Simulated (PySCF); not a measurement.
**CCSD(T)/6-311+G(d,p) run of S2F2 (Difluorodisulfane)**

What is the energy change on altering one bond length of S2F2 (Difluorodisulfane) at CCSD(T)/6-311+G**? Input form: a Python script.

The results are computed with PySCF 2.14.0.

1 further run of the same task is left out (set aside as unsound or not needed).

## Step 1: The molecule

The species is S2F2 (4 atoms), meant as a singlet with charge 0. As SMILES, `FSSF`. The coordinates come from a PBE0-D4/def2-TZVP relaxation.

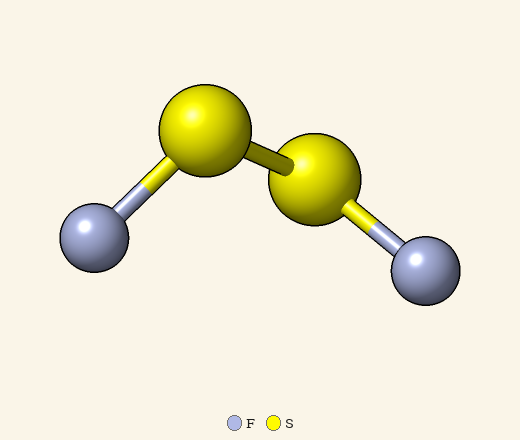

The structure, seen from a chosen angle (fluorine light blue, sulfur yellow).

## Step 2: The energy at CCSD(T)/6-311+G(d,p)

The input, run.py:

```python
from pyscf import gto, scf, cc

mol = gto.M(
    atom=[
    ('F', (-1.783750, -0.199930, -0.621590)),
    ('S', (-0.467670, 0.764150, -0.632370)),
    ('S', (1.044990, -0.276390, -0.184720)),
    ('F', (1.206410, -0.287820, 1.438680)),
],
    charge=0,
    basis='6-311+g**',
    max_memory=1860,
    verbose=4,
)

mf = scf.RHF(mol)
mf.conv_tol = 1e-10
mf.kernel()
if not mf.converged:
    mf = mf.newton().run(mf.mo_coeff, mf.mo_occ)

mycc = cc.CCSD(mf, frozen=12)
mycc.kernel()
e_t = mycc.ccsd_t()
energy = mycc.e_tot + e_t
print('Final energy', energy)
```

On the command line:

```bash
$ OMP_NUM_THREADS=1 python run.py
```

Output:

```text
PySCF version 2.14.0

[INPUT] num. atoms = 4
[INPUT] num. electrons = 50
[INPUT] charge = 0
[INPUT] spin (= nelec alpha-beta = 2S) = 0
[INPUT] symmetry False subgroup None
[INPUT] Mole.unit = angstrom
[INPUT] Symbol           X                Y                Z      unit          X                Y                Z       unit  Magmom
[INPUT]  1 F     -1.783750000000  -0.199930000000  -0.621590000000 AA   -3.370798974693  -0.377812944084  -1.174634861768 Bohr   0.0
[INPUT]  2 S     -0.467670000000   0.764150000000  -0.632370000000 AA   -0.883768216675   1.444034218086  -1.195006109391 Bohr   0.0
[INPUT]  3 S      1.044990000000  -0.276390000000  -0.184720000000 AA    1.974744902909  -0.522301403569  -0.349070209730 Bohr   0.0
[INPUT]  4 F      1.206410000000  -0.287820000000   1.438680000000 AA    2.279784493937  -0.543900973172   2.718711180889 Bohr   0.0

nuclear repulsion = 230.128319222508
number of shells = 48
number of NR pGTOs = 168
number of NR cGTOs = 104
basis = 6-311+g**
ecp = {}

******** <class 'pyscf.scf.hf.RHF'> ********
method = RHF
initial guess = minao
damping factor = 0
level_shift factor = 0
DIIS = <class 'pyscf.scf.diis.CDIIS'>
diis_start_cycle = 1
diis_space = 8
diis_damp = 0
SCF conv_tol = 1e-10
SCF conv_tol_grad = None
SCF max_cycles = 50
direct_scf = True
direct_scf_tol = 1e-13
Set gradient conv threshold to 1e-05
Initial guess from minao.
init E= -994.455382914381
  HOMO = -0.296053900783093  LUMO = -0.0230063182192914  gap/eV = 7.43000
cycle= 1 E= -993.811809812792  delta_E= 0.644  |g|= 0.692  |ddm|= 2.29
  HOMO = -0.469526579013116  LUMO = 0.0136168274626035  gap/eV = 13.14700
cycle= 2 E= -993.885727282644  delta_E= -0.0739  |g|= 0.482  |ddm|= 0.862
  HOMO = -0.442166477671887  LUMO = 0.0460681514286801  gap/eV = 13.28554
cycle= 3 E= -993.92214450345  delta_E= -0.0364  |g|= 0.0712  |ddm|= 0.298
  HOMO = -0.431550071726032  LUMO = 0.0598120273394512  gap/eV = 13.37064
cycle= 4 E= -993.924817266006  delta_E= -0.00267  |g|= 0.0281  |ddm|= 0.15
  HOMO = -0.435495904553576  LUMO = 0.0605341423517552  gap/eV = 13.49767
cycle= 5 E= -993.92556387858  delta_E= -0.000747  |g|= 0.00839  |ddm|= 0.0967
  HOMO = -0.435570523640716  LUMO = 0.0608453081387516  gap/eV = 13.50816
cycle= 6 E= -993.925657227048  delta_E= -9.33e-05  |g|= 0.00263  |ddm|= 0.0445
  HOMO = -0.435475755133447  LUMO = 0.0609845039399447  gap/eV = 13.50937
cycle= 7 E= -993.925664520095  delta_E= -7.29e-06  |g|= 0.000506  |ddm|= 0.0166
  HOMO = -0.43541614728323  LUMO = 0.0610389429504922  gap/eV = 13.50923
cycle= 8 E= -993.925664694627  delta_E= -1.75e-07  |g|= 8.34e-05  |ddm|= 0.00247
  HOMO = -0.435407916357973  LUMO = 0.0610345257790052  gap/eV = 13.50889
cycle= 9 E= -993.925664700661  delta_E= -6.03e-09  |g|= 2.72e-05  |ddm|= 0.000271
  HOMO = -0.435403491562839  LUMO = 0.0610375958760256  gap/eV = 13.50885
cycle= 10 E= -993.925664701254  delta_E= -5.93e-10  |g|= 8.22e-06  |ddm|= 8.29e-05
  HOMO = -0.435403465015039  LUMO = 0.0610374860191564  gap/eV = 13.50885
cycle= 11 E= -993.925664701332  delta_E= -7.8e-11  |g|= 2.86e-06  |ddm|= 3.42e-05
  HOMO = -0.435403293574371  LUMO = 0.0610376089754481  gap/eV = 13.50885
Extra cycle  E= -993.925664701343  delta_E= -1.07e-11  |g|= 1.57e-06  |ddm|= 5.55e-06
converged SCF energy = -993.925664701343

******** <class 'pyscf.cc.ccsd.CCSD'> ********
CC2 = 0
CCSD nocc = 13, nmo = 92
frozen orbitals 12
max_cycle = 50
direct = 0
conv_tol = 1e-07
conv_tol_normt = 1e-05
diis_space = 6
diis_start_cycle = 0
diis_start_energy_diff = 1e+09
Init t2, MP2 energy = -994.606457211394  E_corr(MP2) -0.680792510050982
Init E_corr(CCSD) = -0.68079251005234
cycle = 1  E_corr(CCSD) = -0.675463008346493  dE = 0.00532950171  norm(t1,t2) = 0.0824344
cycle = 2  E_corr(CCSD) = -0.6981215138024  dE = -0.0226585055  norm(t1,t2) = 0.0272849
cycle = 3  E_corr(CCSD) = -0.697396073174369  dE = 0.000725440628  norm(t1,t2) = 0.0186191
cycle = 4  E_corr(CCSD) = -0.70063795810992  dE = -0.00324188494  norm(t1,t2) = 0.00866026
cycle = 5  E_corr(CCSD) = -0.701049906219926  dE = -0.00041194811  norm(t1,t2) = 0.0036973
cycle = 6  E_corr(CCSD) = -0.700729271189564  dE = 0.00032063503  norm(t1,t2) = 0.00179591
cycle = 7  E_corr(CCSD) = -0.700668841275905  dE = 6.04299137e-05  norm(t1,t2) = 0.000546361
cycle = 8  E_corr(CCSD) = -0.700708806939837  dE = -3.99656639e-05  norm(t1,t2) = 0.000171799
cycle = 9  E_corr(CCSD) = -0.700722586618697  dE = -1.37796789e-05  norm(t1,t2) = 9.90203e-05
cycle = 10  E_corr(CCSD) = -0.70071937110422  dE = 3.21551448e-06  norm(t1,t2) = 2.46102e-05
cycle = 11  E_corr(CCSD) = -0.700719504350186  dE = -1.33245966e-07  norm(t1,t2) = 1.01532e-05
cycle = 12  E_corr(CCSD) = -0.700719206361998  dE = 2.97988189e-07  norm(t1,t2) = 4.89984e-06
cycle = 13  E_corr(CCSD) = -0.700719051950661  dE = 1.54411337e-07  norm(t1,t2) = 2.15134e-06
cycle = 14  E_corr(CCSD) = -0.700719044274554  dE = 7.67610642e-09  norm(t1,t2) = 1.138e-06
CCSD converged
E(CCSD) = -994.6263837456177  E_corr = -0.7007190442745541
CCSD(T) correction = -0.0240233564665909
Final energy -994.6504071020843
```

Wall time 65 s (1 thread of Arm Neoverse V2, shared host); peak memory 0.65 GiB.

## Step 3: The distorted shape

The input, run.py:

```python
from pyscf import gto, scf, cc

mol = gto.M(
    atom='''
F   -1.912886  -0.190786  -1.920308
S   -0.596806   0.773294  -1.931088
S    0.915854  -0.267246  -1.483438
F    1.206410  -0.287820   1.438680
''',
    max_memory=1860,
    basis='6-311+g**',
    charge=0,
    verbose=3,
)

mf = scf.RHF(mol)
mf.conv_tol = 1e-10
mf.kernel()
if not mf.converged:
    mf = mf.newton().run(mf.mo_coeff, mf.mo_occ)

mycc = cc.CCSD(mf, frozen=12)
mycc.kernel()
e_t = mycc.ccsd_t()
etot = mycc.e_tot + e_t
print('Final energy', etot)
```

On the command line:

```bash
$ OMP_NUM_THREADS=1 python run.py
```

Output:

```text
converged SCF energy = -993.769897345237
E(CCSD) = -994.5169276052034  E_corr = -0.7470302599667485
CCSD(T) correction = -0.0612955901560461
Final energy -994.5782231953594
```

Run time: 100 s. Hardware: 1 thread of Arm Neoverse V2, shared host; peak memory 0.65 GiB.

## Step 4: Summary of results

At CCSD(T)/6-311+G**, 12 core orbitals frozen:

```
                                                         quantity          value
                                        first shape: total energy  -994.65041 Eh
                first shape: dipole moment (Hartree–Fock density)         2.05 D
                 first shape: HOMO energy (Hartree–Fock orbitals)      -11.85 eV
                 first shape: LUMO energy (Hartree–Fock orbitals)        1.66 eV
               first shape: HOMO–LUMO gap (Hartree–Fock orbitals)       13.51 eV
        first shape: correlation energy (12 core orbitals frozen)     -724.7 mEh
                                      first shape: (T) correction     -24.02 mEh
                                       first shape: T1 diagnostic          0.020
                                    distorted shape: total energy  -994.57822 Eh
            distorted shape: dipole moment (Hartree–Fock density)        10.33 D
             distorted shape: HOMO energy (Hartree–Fock orbitals)      -10.61 eV
             distorted shape: LUMO energy (Hartree–Fock orbitals)       -3.82 eV
           distorted shape: HOMO–LUMO gap (Hartree–Fock orbitals)        6.80 eV
    distorted shape: correlation energy (12 core orbitals frozen)     -808.3 mEh
                                  distorted shape: (T) correction     -61.30 mEh
                                   distorted shape: T1 diagnostic          0.066
energy change with the S3–F4 bond stretched from 1.631 to 2.937 Å       1.964 eV
```

**Reading.** One bond (distorted shape) is far stretched, which a spin-restricted single reference describes badly; perturbation theory on it can break down and give far too much correlation. With the S3–F4 bond stretched from 1.631 to 2.937 Å the energy rises by 1.96 eV (190 kJ/mol). The first shape isn't relaxed at this level, so the change isn't measured from a minimum. A restricted reference can't describe the breaking bond well at this length. Mulliken charges (first shape) of the mean-field density run from -0.20 on F1 to +0.20 on S2; in a basis this large or diffuse they mean little. The triples (first shape) make up 3.3 % of the correlation energy. The T1 diagnostic (distorted shape) of 0.066 is above the customary mark for such species, so a single reference may not serve. The triples (distorted shape) make up 7.6 % of the correlation energy.
